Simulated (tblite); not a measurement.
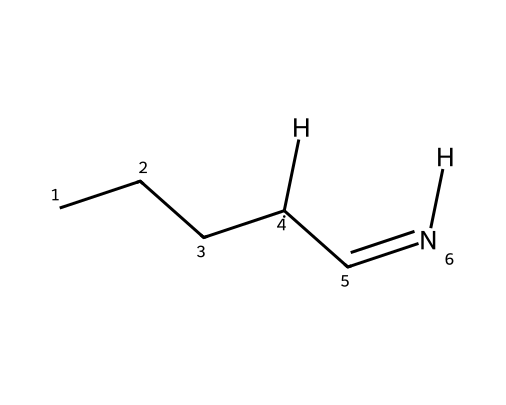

A structural formula, with wedges where it has stereocentres; small numbers name the atoms. The configuration is that of a computed structure (GFN2-xTB).

### Assign CIP descriptors.

C5=N6: Z.
